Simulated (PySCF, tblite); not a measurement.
# C₅H₁₀NOSi+: dynamics, then NMR shifts on frames

How do NMR shifts of C₅H₁₀NOSi+ (`[SiH3]CC[n+]1ccoc1`) change as the atoms move?

Programs: tblite 0.8.0 and PySCF 2.14.0, with density-fitted response routines of our own. Each step states its level of theory. These are calculated values for one molecule in the gas phase, unless marked as measured. Atoms count from 0, in the outputs and in this text.

**1. Starting geometry**

18 atoms, charge 1, multiplicity 1; geometry from: GFN2-xTB.

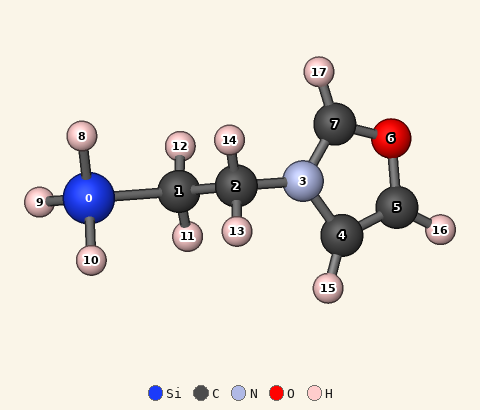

The starting geometry (silicon blue, carbon dark grey, nitrogen light blue, oxygen red, hydrogen pink), atoms numbered.

**2. A short Langevin run with GFN2-xTB**

Job settings and geometry (Å):

```
{"job": {"kind": "md", "xc": "GFN2-xTB", "basis": "xTB", "temperature": 400, "steps": 2000, "every": 50, "frames": 5}, "charge": 1, "multiplicity": 1}
Si    -3.045490     0.405996    -0.086595
C     -1.240883    -0.282667    -0.208962
C     -0.214474     0.719637     0.292319
N      1.124784     0.169196     0.188332
C      1.732341    -0.646742     1.105602
C      2.921294    -1.010755     0.558890
O      3.024100    -0.436569    -0.648063
C      1.941424     0.259543    -0.844840
H     -3.051034     1.629230    -0.885698
H     -3.907657    -0.640789    -0.612432
H     -3.261174     0.691131     1.330005
H     -1.164864    -1.202633     0.369449
H     -1.019734    -0.537849    -1.244931
H     -0.396496     0.963262     1.339646
H     -0.251903     1.635339    -0.298747
H      1.290512    -0.895000     2.049344
H      3.722723    -1.632165     0.909153
H      1.787773     0.818154    -1.750788
```

Level: GFN2-xTB Langevin dynamics, gas phase.

Command:

```bash
$ OMP_NUM_THREADS=1 python probes_run.py task.json out
```

One launch serves the whole session: the jobs run in the order shown.

What it wrote:

```text
t/fs     T/K      E/eV
    0.0   339.3   -655.93268
   25.0   237.6   -655.52482
   50.0   228.4   -655.29865
   75.0   303.1   -655.11252
  100.0   365.3   -655.23173
  125.0   333.9   -655.31252
  150.0   385.9   -655.20487
  175.0   349.4   -654.97660
  200.0   434.4   -655.28189
  225.0   342.6   -655.03498
  250.0   344.8   -655.19269
  275.0   315.0   -655.19572
  300.0   366.0   -655.14404
  325.0   397.2   -655.14289
  350.0   406.5   -655.18955
  375.0   336.0   -655.00594
  400.0   398.1   -655.03245
  425.0   336.3   -654.93878
  450.0   400.8   -655.24813
  475.0   389.2   -655.08959
  500.0   502.9   -655.11764
  525.0   415.4   -655.12537
  550.0   379.9   -655.07968
  575.0   444.8   -655.21658
  600.0   316.5   -655.08755
  625.0   258.3   -655.12817
  650.0   328.4   -655.19178
  675.0   278.7   -655.11061
  700.0   354.6   -655.09885
  725.0   343.7   -655.18692
  750.0   287.8   -655.10579
  775.0   373.6   -655.37925
  800.0   297.1   -655.32169
  825.0   384.1   -655.16724
  850.0   391.8   -655.22637
  875.0   423.3   -655.17010
  900.0   449.6   -655.13770
  925.0   333.5   -654.92838
  950.0   568.3   -655.44932
  975.0   361.7   -654.97351
 1000.0   389.0   -655.07440
```

Run time: 23 s. Hardware: 1 thread, shared host.

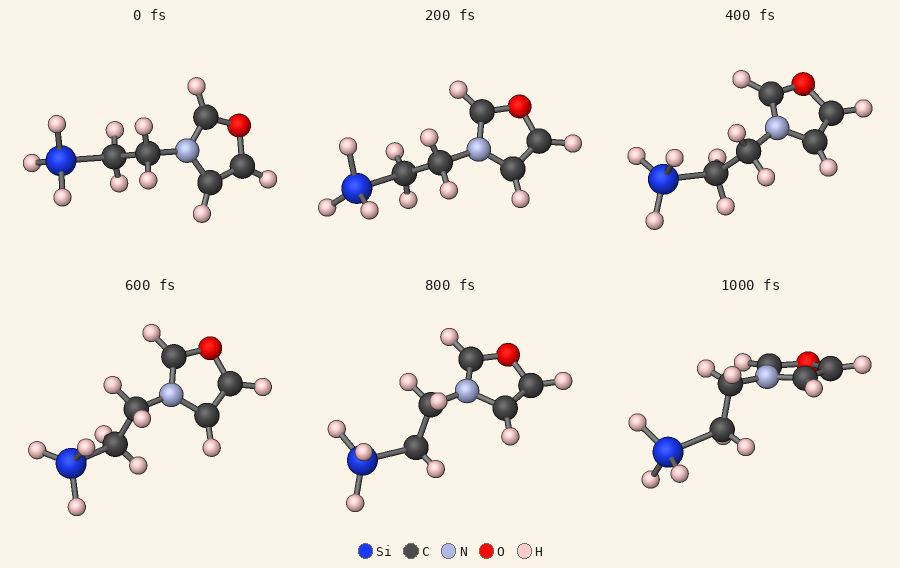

Frames of the run.

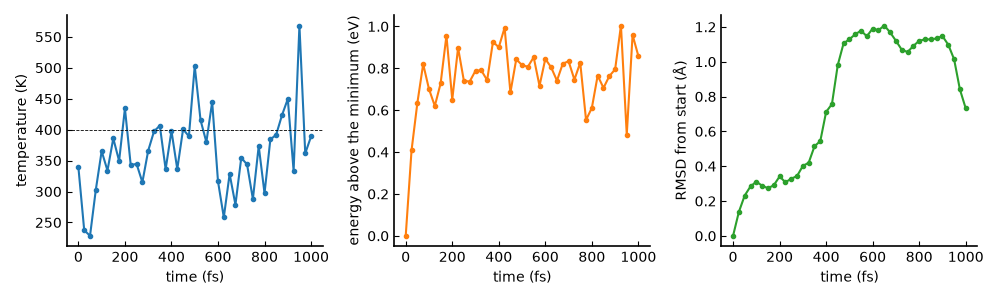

Temperature, potential energy and distance from the start.

Positions (Å) and forces (eV/Å) at 1000 fs:

```xyz
18

Si   -2.541   -0.667    1.745    0.872   -1.582    1.323
C    -0.621   -0.891    1.170   -0.948   -0.226    0.223
C    -0.131   -0.085   -0.059   -0.840   -2.896    0.178
N     1.156   -0.681   -0.344   -0.607   -0.461   -1.615
C     2.340   -0.254    0.104    0.933    1.720    1.688
C     3.297   -1.049   -0.416   -0.420   -0.808   -0.180
O     2.692   -2.022   -1.142   -0.768    1.145   -0.156
C     1.395   -1.734   -1.150   -0.419   -0.729    0.113
H    -3.151   -2.104    2.006    0.857    1.220    0.095
H    -2.383    0.213    2.938   -0.249   -0.316   -0.559
H    -3.364   -0.356    0.652   -0.519    0.819   -1.108
H     0.011   -0.643    2.026   -0.063   -0.259   -0.113
H    -0.535   -1.987    0.942    0.151    1.016    0.235
H    -0.108    0.963    0.086    0.204    0.792    0.093
H    -0.791   -0.417   -0.872    0.064    0.653   -0.054
H     2.481    0.568    0.857   -0.336   -0.913   -1.155
H     4.346   -0.941   -0.320    0.565   -0.423   -0.069
H     0.620   -2.389   -1.706    1.524    1.248    1.058
```

**3. Shielding tensors: 250 fs, PBE0/pcSseg-1**

Job settings and geometry (Å):

```
{"job": {"kind": "nmr", "xc": "PBE0", "basis": "pcSseg-1", "pop": false}, "charge": 1, "multiplicity": 1}
Si    -3.017400     0.003200     0.938500
C     -1.407200    -0.803400     0.320600
C     -0.282000     0.204500     0.635500
N      0.972800    -0.253400     0.060000
C      2.073300    -0.770300     0.711700
C      3.047500    -0.938600    -0.204800
O      2.567200    -0.449300    -1.409200
C      1.306600    -0.197500    -1.250800
H     -3.222300     1.195300    -0.040800
H     -3.994300    -1.140900     1.039600
H     -2.883700     0.598000     2.215000
H     -1.300500    -1.756500     0.814600
H     -1.325400    -1.165400    -0.747100
H     -0.132700     0.250900     1.709000
H     -0.612300     1.218500     0.277000
H      2.046000    -0.863700     1.781200
H      4.109000    -1.090500    -0.337300
H      0.671700     0.122500    -2.049200
```

With the program's defaults for keys left out, this is: GIAO PBE0/pcSseg-1 NMR shielding, non-relativistic, gas phase.

What it wrote:

```text
coarse grid: 15408 points
cycle   1  E = -615.0464754981  dE =  1.516e+00  |g| = 5.336e-01  |ddm| = 3.756e+00
cycle   2  E = -614.9642101776  dE =  8.227e-02  |g| = 8.551e-01  |ddm| = 1.002e+00
cycle   3  E = -615.1082173826  dE = -1.440e-01  |g| = 1.307e-01  |ddm| = 5.602e-01
cycle   4  E = -615.1109635478  dE = -2.746e-03  |g| = 5.823e-02  |ddm| = 1.237e-01
cycle   5  E = -615.1117271162  dE = -7.636e-04  |g| = 1.684e-02  |ddm| = 5.648e-02
cycle   6  E = -615.1117882421  dE = -6.113e-05  |g| = 5.351e-03  |ddm| = 1.611e-02
cycle   7  E = -615.1117946140  dE = -6.372e-06  |g| = 1.261e-03  |ddm| = 4.672e-03
final grid: 143888 points
cycle   8  E = -615.1674760276  dE = -2.806e-05  |g| = 1.199e-02  |ddm| = 3.051e-02
cycle   9  E = -615.1674277000  dE =  4.833e-05  |g| = 2.000e-02  |ddm| = 1.909e-02
cycle  10  E = -615.1675030930  dE = -7.539e-05  |g| = 2.675e-03  |ddm| = 1.257e-02
cycle  11  E = -615.1675046296  dE = -1.537e-06  |g| = 4.907e-04  |ddm| = 2.009e-03
cycle  12  E = -615.1675046751  dE = -4.552e-08  |g| = 1.446e-04  |ddm| = 3.930e-04
cycle  13  E = -615.1675046797  dE = -4.613e-09  |g| = 4.218e-05  |ddm| = 1.484e-04
cycle  14  E = -615.1675046801  dE = -3.840e-10  |g| = 1.293e-05  |ddm| = 3.904e-05
converged SCF energy = -615.1675046801

GIAO shielding tensors (ppm)
atom      isotropic    diamagn.    paramagn.     s11        s22        s33       span
  0 Si     414.740     878.000    -463.259    373.887    392.239    478.095    104.208
  1 C      161.407     254.278     -92.872    129.986    162.273    191.961     61.974
  2 C      134.278     250.290    -116.013    103.346    127.439    172.048     68.702
  3 N       14.019     332.981    -318.962   -116.274      1.169    157.161    273.436
  4 C       57.055     249.863    -192.807    -18.415     54.176    135.404    153.819
  5 C       33.099     256.950    -223.851    -28.537     22.365    105.469    134.006
  6 O      -24.058     397.527    -421.585   -186.499   -138.837    253.162    439.661
  7 C       19.626     256.797    -237.171    -45.105     -0.291    104.276    149.381
  8 H       26.138      26.469      -0.331     22.427     24.926     31.061      8.635
  9 H       26.443      25.909       0.534     22.948     24.047     32.335      9.387
 10 H       28.142      28.643      -0.501     24.579     26.874     32.973      8.394
 11 H       29.621      32.236      -2.616     25.677     28.795     34.390      8.713
 12 H       29.637      32.073      -2.436     25.181     29.116     34.615      9.434
 13 H       27.491      33.043      -5.552     22.205     28.942     31.325      9.120
 14 H       26.321      32.378      -6.057     21.383     27.106     30.473      9.091
 15 H       23.930      29.203      -5.273     20.637     24.140     27.012      6.376
 16 H       22.926      27.510      -4.584     19.180     23.722     25.876      6.696
 17 H       22.737      31.418      -8.681     18.886     22.608     26.717      7.831
```

It took 60 s on 1 thread, shared host.

The references, computed at this level on geometries of the same kind, shield at (ppm): 1H TMS 31.72, 13C TMS 186.9, 29Si TMS 349.2, 15N NH3 267.7, 17O H2O 336.1. Their shielding less the atom's gives the shift. The references are single molecules in the gas phase, so shifts against H2O, NH3, PH3, H3PO4 or CFCl3 are not on the usual liquid scales and can be off by tens of ppm. Each atom is listed at this fixed geometry, with no averaging over motion; a spectrum would average atoms that exchange fast.

```tsv
atoms	environment	σ (ppm)	δ (ppm)
C7	aromatic CH between two ring heteroatoms	19.6	167.3
C5	aromatic CH next to the ring oxygen	33.1	153.8
C4	aromatic CH next to a ring nitrogen	57.1	129.9
C2	sp3 CH2 bonded to N	134.3	52.6
C1	sp3 CH2 bonded to Si	161.4	25.5
H17	hydrogen on an aromatic CH between two ring heteroatoms	22.74	8.98
H16	hydrogen on an aromatic CH next to the ring oxygen	22.93	8.79
H15	hydrogen on an aromatic CH next to a ring nitrogen	23.93	7.79
H8	hydrogen on a silicon bonded to C	26.14	5.58
H14	hydrogen on an sp3 CH2 bonded to N	26.32	5.40
H9	hydrogen on a silicon bonded to C	26.44	5.27
H13	hydrogen on an sp3 CH2 bonded to N	27.49	4.23
H10	hydrogen on a silicon bonded to C	28.14	3.57
H11	hydrogen on an sp3 CH2 bonded to Si	29.62	2.10
H12	hydrogen on an sp3 CH2 bonded to Si	29.64	2.08
Si0	silicon bonded to C, 3 H	414.7	-65.6
N3	cationic ring nitrogen	14.0	253.7
O6	aromatic ring oxygen	-24.1	360.1
```

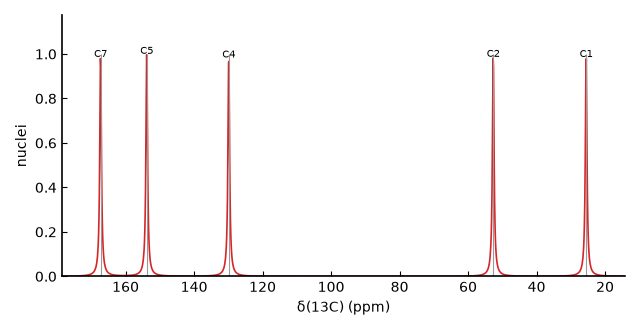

13C lines at the computed shifts, without couplings. Lines are broadened to a width of 0.57 ppm (Lorentzian).

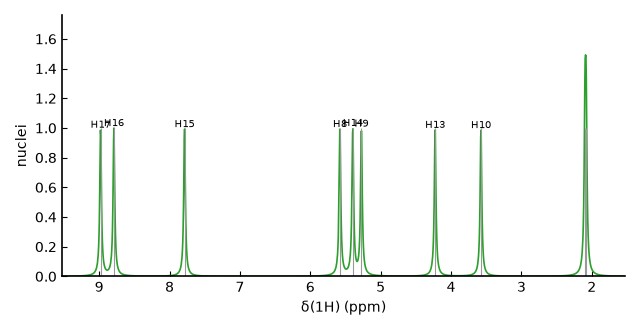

1H lines at the computed shifts, without couplings. Lines are broadened to a width of 0.03 ppm (Lorentzian).

Ring of atoms N3, C4, C5, O6, C7: NICS(0) -12.8, NICS(1) -10.0, NICS(1)zz -25.7 ppm (means of both faces).

The fields below are evaluated on a grid from the run's orbitals.

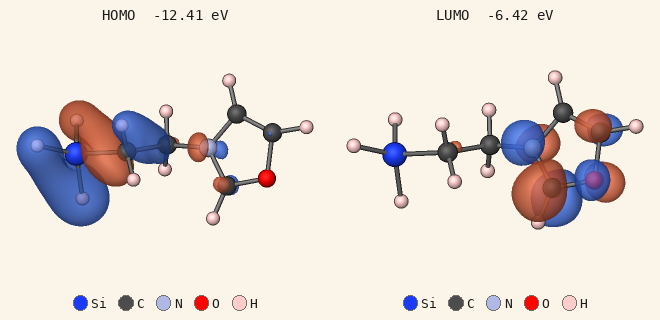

PBE0/pcSseg-1 orbitals near the gap, drawn at the value that encloses 70 % of each; the two colours are the two signs.

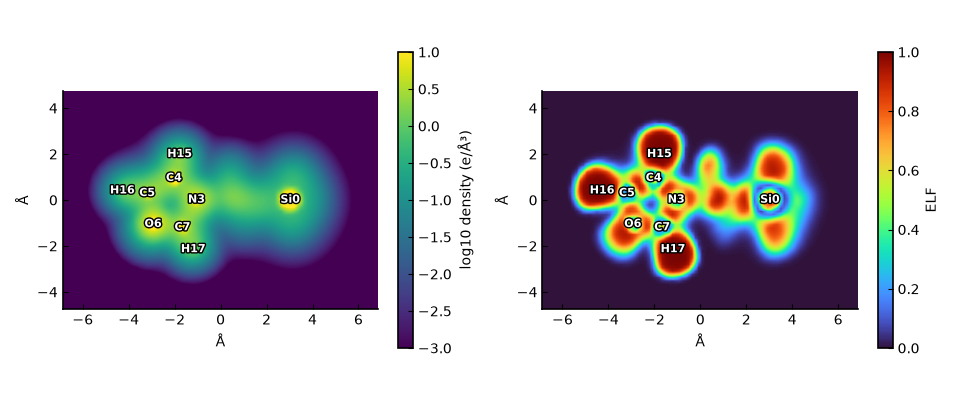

Density (left) and ELF (right) in a plane through or near 9 of the atoms.

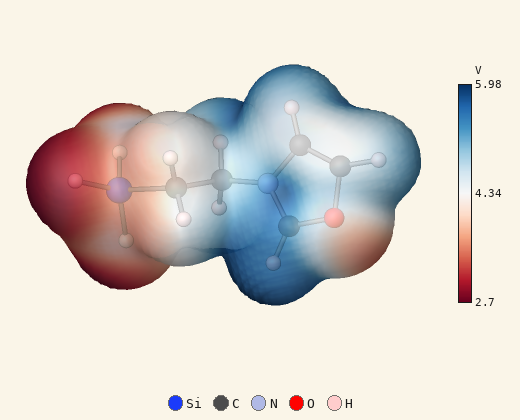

The potential that a unit positive charge feels on the 0.002 e/bohr³ surface, from the 1st to the 99th percentile, from 2.70 to 5.98 V.

**4. Nuclear shieldings: 425 fs, PBE0/pcSseg-1**

Job settings and geometry (Å):

```
{"job": {"kind": "nmr", "xc": "PBE0", "basis": "pcSseg-1", "pop": false}, "charge": 1, "multiplicity": 1}
Si    -2.479300    -0.536800     1.245600
C     -0.568500    -1.222400     1.013100
C      0.275800    -0.017200     0.948200
N      1.405200    -0.294500     0.103400
C      2.663300    -0.539900     0.569100
C      3.400700    -1.100100    -0.446500
O      2.553700    -1.117200    -1.549600
C      1.422300    -0.588800    -1.196500
H     -2.677200     0.802900     1.655700
H     -3.154300    -0.550100    -0.074400
H     -2.928200    -1.417000     2.296300
H     -0.357000    -2.094200     1.595800
H     -0.584000    -1.510600    -0.034100
H      0.647500     0.207200     1.915600
H     -0.272100     0.803200     0.547700
H      2.936100    -0.459100     1.635100
H      4.268600    -1.648700    -0.417200
H      0.677000    -0.345700    -1.915200
```

Method: GIAO PBE0/pcSseg-1 NMR shielding, non-relativistic, gas phase.

What it wrote:

```text
coarse grid: 15408 points
cycle   1  E = -615.0315900085  dE =  1.680e+00  |g| = 5.238e-01  |ddm| = 3.775e+00
cycle   2  E = -614.9561910629  dE =  7.540e-02  |g| = 8.244e-01  |ddm| = 9.857e-01
cycle   3  E = -615.0912497010  dE = -1.351e-01  |g| = 1.258e-01  |ddm| = 5.554e-01
cycle   4  E = -615.0937113061  dE = -2.462e-03  |g| = 5.927e-02  |ddm| = 1.211e-01
cycle   5  E = -615.0945204215  dE = -8.091e-04  |g| = 1.551e-02  |ddm| = 5.762e-02
cycle   6  E = -615.0945723147  dE = -5.189e-05  |g| = 5.302e-03  |ddm| = 1.558e-02
cycle   7  E = -615.0945786336  dE = -6.319e-06  |g| = 1.281e-03  |ddm| = 4.751e-03
final grid: 143888 points
cycle   8  E = -615.1496698797  dE = -3.733e-05  |g| = 1.192e-02  |ddm| = 3.053e-02
cycle   9  E = -615.1496215919  dE =  4.829e-05  |g| = 1.994e-02  |ddm| = 1.877e-02
cycle  10  E = -615.1496966969  dE = -7.511e-05  |g| = 2.699e-03  |ddm| = 1.251e-02
cycle  11  E = -615.1496982860  dE = -1.589e-06  |g| = 4.910e-04  |ddm| = 2.108e-03
cycle  12  E = -615.1496983331  dE = -4.712e-08  |g| = 1.498e-04  |ddm| = 4.175e-04
cycle  13  E = -615.1496983380  dE = -4.973e-09  |g| = 3.740e-05  |ddm| = 1.448e-04
cycle  14  E = -615.1496983383  dE = -2.965e-10  |g| = 1.383e-05  |ddm| = 3.980e-05
converged SCF energy = -615.1496983383

GIAO shielding tensors (ppm)
atom      isotropic    diamagn.    paramagn.     s11        s22        s33       span
  0 Si     409.587     878.485    -468.898    334.978    404.694    489.088    154.110
  1 C      161.985     258.989     -97.003    123.506    170.691    191.759     68.253
  2 C      139.116     250.585    -111.469    104.278    135.650    177.419     73.141
  3 N       12.959     331.938    -318.979   -111.042    -24.539    174.459    285.500
  4 C       47.223     249.491    -202.268    -44.733     57.717    128.685    173.418
  5 C       27.741     259.498    -231.757    -53.623     31.579    105.268    158.891
  6 O      -21.487     395.896    -417.384   -201.814   -116.864    254.216    456.029
  7 C       27.857     257.569    -229.713    -30.726      6.064    108.231    138.957
  8 H       28.053      29.201      -1.148     24.759     26.666     32.734      7.974
  9 H       26.863      27.934      -1.071     22.915     25.653     32.020      9.105
 10 H       27.365      27.681      -0.316     23.267     25.325     33.503     10.237
 11 H       29.414      32.520      -3.106     25.261     28.456     34.526      9.265
 12 H       31.259      36.156      -4.897     26.015     32.747     35.015      8.999
 13 H       27.821      32.777      -4.956     22.706     28.743     32.015      9.309
 14 H       27.535      34.623      -7.088     21.740     28.899     31.965     10.225
 15 H       23.180      27.281      -4.100     20.069     23.568     25.904      5.836
 16 H       23.595      29.014      -5.419     21.476     23.945     25.365      3.889
 17 H       22.982      31.918      -8.936     19.177     23.423     26.345      7.168
```

Run time: 47 s. Hardware: 1 thread, shared host.

This run: δ C5 159.2, C7 159.1, C4 139.7, C2 47.8, H17 8.74, H15 8.54 ppm.

**5. Shielding tensors: 625 fs, PBE0/pcSseg-1**

Job settings and geometry (Å):

```
{"job": {"kind": "nmr", "xc": "PBE0", "basis": "pcSseg-1", "pop": false}, "charge": 1, "multiplicity": 1}
Si    -2.480000    -0.473800     1.783500
C     -0.889200    -1.260500     1.022400
C     -0.142400    -0.058000     0.344200
N      1.103400    -0.461600    -0.185200
C      2.127800    -0.956400     0.639400
C      3.188500    -1.242100    -0.237500
O      2.792900    -0.854800    -1.513400
C      1.573000    -0.356200    -1.429800
H     -2.741400    -0.989800     3.137100
H     -2.357400     0.986900     1.911000
H     -3.572300    -0.505600     0.768900
H     -0.176800    -1.732900     1.749400
H     -1.034200    -2.083100     0.265900
H     -0.045300     0.762500     1.089800
H     -0.822000     0.287300    -0.348700
H      1.892400    -0.947600     1.693900
H      4.132600    -1.594600     0.026900
H      1.084000     0.077800    -2.256500
```

Level: GIAO PBE0/pcSseg-1 NMR shielding, non-relativistic, gas phase.

What it wrote:

```text
coarse grid: 15408 points
cycle   1  E = -615.0455585080  dE =  1.442e+00  |g| = 5.130e-01  |ddm| = 3.742e+00
cycle   2  E = -614.9778146536  dE =  6.774e-02  |g| = 7.994e-01  |ddm| = 9.570e-01
cycle   3  E = -615.1030839005  dE = -1.253e-01  |g| = 1.303e-01  |ddm| = 5.285e-01
cycle   4  E = -615.1057518403  dE = -2.668e-03  |g| = 5.928e-02  |ddm| = 1.214e-01
cycle   5  E = -615.1065355201  dE = -7.837e-04  |g| = 1.867e-02  |ddm| = 5.907e-02
cycle   6  E = -615.1066170540  dE = -8.153e-05  |g| = 4.885e-03  |ddm| = 1.786e-02
cycle   7  E = -615.1066223382  dE = -5.284e-06  |g| = 1.358e-03  |ddm| = 4.417e-03
final grid: 143888 points
cycle   8  E = -615.1628369971  dE = -3.245e-05  |g| = 1.222e-02  |ddm| = 3.207e-02
cycle   9  E = -615.1627868203  dE =  5.018e-05  |g| = 2.044e-02  |ddm| = 1.905e-02
cycle  10  E = -615.1628648567  dE = -7.804e-05  |g| = 2.787e-03  |ddm| = 1.266e-02
cycle  11  E = -615.1628665693  dE = -1.713e-06  |g| = 5.550e-04  |ddm| = 2.158e-03
cycle  12  E = -615.1628666320  dE = -6.271e-08  |g| = 1.424e-04  |ddm| = 4.380e-04
cycle  13  E = -615.1628666366  dE = -4.545e-09  |g| = 4.192e-05  |ddm| = 1.485e-04
cycle  14  E = -615.1628666370  dE = -3.997e-10  |g| = 1.389e-05  |ddm| = 4.252e-05
converged SCF energy = -615.1628666370

GIAO shielding tensors (ppm)
atom      isotropic    diamagn.    paramagn.     s11        s22        s33       span
  0 Si     418.475     877.942    -459.467    366.976    397.207    491.240    124.265
  1 C      161.472     255.974     -94.502    144.268    154.191    185.958     41.691
  2 C      142.505     252.157    -109.652    109.952    138.809    178.753     68.801
  3 N       15.264     333.917    -318.653   -110.943     -9.624    166.360    277.303
  4 C       39.646     254.472    -214.826    -49.975     37.560    131.351    181.326
  5 C       21.667     259.095    -237.428    -64.133     26.642    102.491    166.623
  6 O       -4.607     395.055    -399.662   -167.139    -87.490    240.808    407.946
  7 C       26.094     256.084    -229.991    -31.998     10.052    100.226    132.223
  8 H       26.912      26.584       0.328     23.062     24.670     33.004      9.942
  9 H       27.576      28.901      -1.325     24.271     26.815     31.642      7.371
 10 H       26.709      27.183      -0.475     23.046     24.793     32.288      9.242
 11 H       29.427      31.632      -2.205     24.121     29.727     34.432     10.310
 12 H       29.029      30.973      -1.944     25.237     27.889     33.960      8.724
 13 H       27.136      33.510      -6.374     21.947     27.093     32.367     10.420
 14 H       28.690      36.907      -8.217     22.862     30.860     32.347      9.485
 15 H       22.885      30.597      -7.711     19.284     21.600     27.773      8.488
 16 H       22.981      28.440      -5.459     20.676     22.961     25.306      4.630
 17 H       23.143      31.273      -8.130     19.422     23.679     26.328      6.905
```

Wall time 47 s (1 thread, shared host).

Key values: δ C5 165.3, C7 160.8, C4 147.3, C2 44.4, H15 8.83, H16 8.74 ppm.

[end of part 1 of 2]
